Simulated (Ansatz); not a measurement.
# C2H6AlFO: two torsions

Aim: map the energy of C₂H₆AlFO, SMILES C[O][AlH][CH2]F over two coordinates, and find its wells, ridges and stiffness.

The runs use Ansatz 0.2.0; RHF/def2-SVP.

**1. Where the work starts**

SMILES `C[O][AlH][CH2]F`, 11 atoms, charge 0, spin multiplicity 1.

Atoms are counted from 1 here; the program's logs count them from 0.

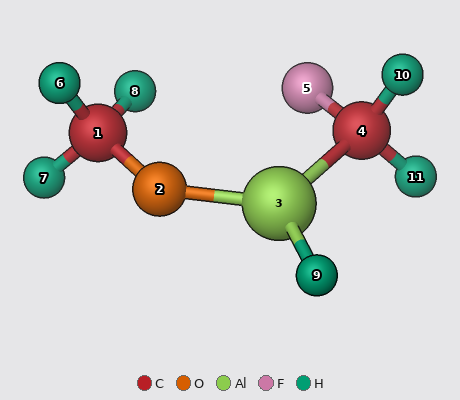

As it starts; carbon red, oxygen orange, aluminium green, fluorine pink, hydrogen teal; atoms are numbered from 1 in the order of the file.

As a file:

```xyz
11
C2H6AlFO
C    -0.00371    1.38600    1.36987
O     0.61362    0.12512    1.27429
Al    0.67631   -1.11596    0.09672
C    -0.37056   -0.91055   -1.59327
F    -1.27046    0.16670   -1.48613
H     0.76604    2.18921    1.42375
H    -0.60959    1.44879    2.30184
H    -0.67037    1.60204    0.50613
H     1.59410   -2.37299    0.44128
H     0.28815   -0.73908   -2.47973
H    -0.94813   -1.83638   -1.83385
```

This geometry comes from a loose relaxation at PBE in a small basis, which is not shown.

**3. Setting up the map**

- dihedral C1–O2–Al3–C4: 15 values from −180 to 156 °, periodic
- dihedral O2–Al3–C4–F5: 15 values from −180 to 156 °, periodic

Nothing else is relaxed (all other coordinates rigid). Energies count from the relaxed molecule at the same level. Points are written as (first, second).

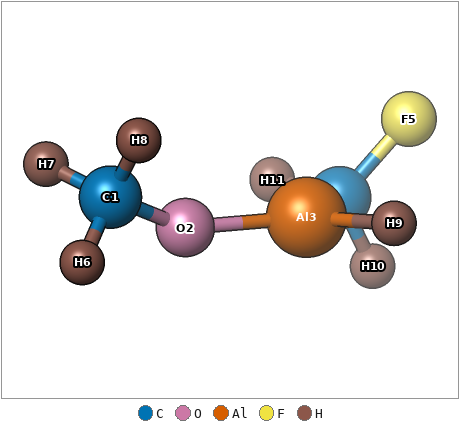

The geometry at (−132°, 132°).

(The set-up runs are not shown.)

**4. Grid point (−12°, 12°)**

The input, input.yaml:

```yaml
crystal:
  periodic: [false, false, false]
  atoms:
    - { symbol: C, position_ang: [-0.010581, 1.436487, 1.467729] }
    - { symbol: O, position_ang: [0.548114, 0.213564, 1.142206] }
    - { symbol: Al, position_ang: [0.666487, -1.039921, 0.04141] }
    - { symbol: C, position_ang: [-0.611184, -1.1862, -1.478617] }
    - { symbol: F, position_ang: [-1.349325, -0.022903, -1.609657] }
    - { symbol: H, position_ang: [0.770402, 2.189559, 1.595307] }
    - { symbol: H, position_ang: [-0.559732, 1.364814, 2.40933] }
    - { symbol: H, position_ang: [-0.699979, 1.786712, 0.695642] }
    - { symbol: H, position_ang: [1.806709, -2.10624, 0.225372] }
    - { symbol: H, position_ang: [-0.106013, -1.369994, -2.432387] }
    - { symbol: H, position_ang: [-1.31496, -2.015574, -1.353862] }
basis:
  gaussian: { orbitals: def2-SVP }
hamiltonian:
  xc: hf
output:
  forces: true
```

Launch:

```
$ ansatz run input.yaml --threads 1 --pin off --max-ram 2560MiB --backend cpu --events-out ev --progress --plain --runs-dir out
```

The session goes on with these runs: the other points that were computed.

Q: Predict the outcome of this session. Wanted: lowest point; highest computed point; dipole moment.

**Answer**, as computed:

```
               quantity                                                                   value
           lowest point                                                      (−12°, 12°), 6 meV
 highest computed point                                    (84°, 84°), 170 meV above the lowest
      dipole moment (D)  0.77 at (−12°, 12°) to 3.14 at (−84°, −132°); 0.77 at the lowest point
time for the whole task                                        6.8 min on 1 thread, shared host
```

The lowest computed point is at (−12°, 12°), 6 meV from the relaxed molecule at the same level. There are further wells near (−180°, −180°) (5 meV above the lowest at that grid point); (−12°, −180°) (30 meV above the lowest at that grid point); (−180°, 12°) (37 meV above the lowest at that grid point). The highest computed point, (84°, 84°), lies 170 meV above the lowest. On the interpolated surface the easiest way out of the lowest well to the well at (−12°, −180°) passes a barrier of about 77 meV. Round the minimum the valley is somewhat tilted: raising dihedral C1–O2–Al3–C4 shifts the best value of dihedral O2–Al3–C4–F5 downwards (coupling k₁₂/√(k₁₁k₂₂) about 0.2).
